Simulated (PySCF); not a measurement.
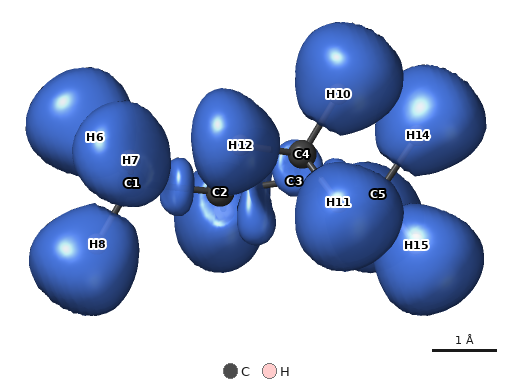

Figure 1: C$_{5}$H$_{10}$ (SMILES CC=C(C)C). Isosurface of the ELF at 0.85 (blue), seen from one side. Core shells and regions of very low density are left out.

Geometry: PBE0-D3(BJ)/def2-SVP.

Theory: CAM-B3LYP/def2-SVPD, SCF density, gas phase in PySCF 2.14.0.

```xyz
15

C     1.9749   -0.5248   -0.5440
C     0.7466    0.3172   -0.6502
C    -0.4047    0.1985    0.0314
C    -0.6761   -0.8552    1.0638
C    -1.5406    1.1510   -0.2049
H     2.2531   -0.9428   -1.5261
H     1.8642   -1.3648    0.1553
H     2.8372    0.0767   -0.2087
H     0.8070    1.1381   -1.3763
H    -1.5540   -1.4600    0.7784
H    -0.9216   -0.3932    2.0355
H     0.1680   -1.5386    1.2206
H    -1.3047    1.8861   -0.9874
H    -2.4555    0.6109   -0.5044
H    -1.7939    1.7018    0.7177
```

Where are the electrons localised?

Answer. At this value the surface marks out four regions between bonded C–C atoms (shared pairs) and ten regions around hydrogen nuclei. Profiles from the grid: C–C (1.34 Å): the ELF peaks at about 0.90 between the atoms; a short, multiple covalent bond. C–H (1.10 Å): the ELF climbs to about 1 towards the hydrogen, as it does in any bond to H (a covalent bond by its length).
